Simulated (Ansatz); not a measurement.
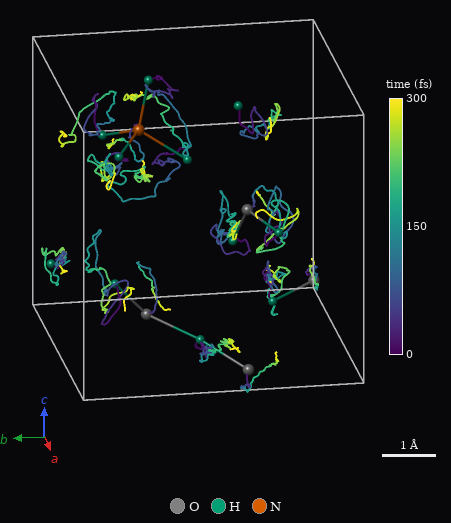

First-principles dynamics of a periodic cell with 4 H2O + 1 NH3 at 0.93 g/cm³, 300 fs long. It starts from the last geometry of an earlier run, with fresh velocities. Lines trace each atom's path, coloured by time; spheres stand at the starting positions. Seen from a free direction in the simulation cell.

Method: DFT PBE, scalar-relativistic, plane waves, PAW in Ansatz 0.2.0. Run with plane-wave cutoff 420 eV; k-point mesh 1 × 1 × 1; Fermi-Dirac smearing 0.05 eV; low-accuracy preset; Langevin thermostat (NVT); set temperature 700 K; time step 0.75 fs; friction 0.01 per fs.

Describe the motion.

In the second half of the run the atoms are, in the root-mean-square, this far from where they began (common drift taken out): H 0.73 Å, O 0.60 Å, N 0.51 Å. The heavy atoms stay within a fraction of a molecule's size of their starting places; so short a run doesn't tell a liquid from a solid. Bond changes: one H–O bond forms at about 76 fs; one H–N contact opens and closes in turn. The mean temperature in the second half is 665 K (standard deviation 104 K). The potential energy in the second half lies on average 31.2 meV per atom above the first frame.

Limits of the set-up: the program's low-accuracy preset was used; the periodic images lie only 5.4 Å apart, so the values are limited by the cell's size.

The run took roughly 4 core-minutes on a shared host.
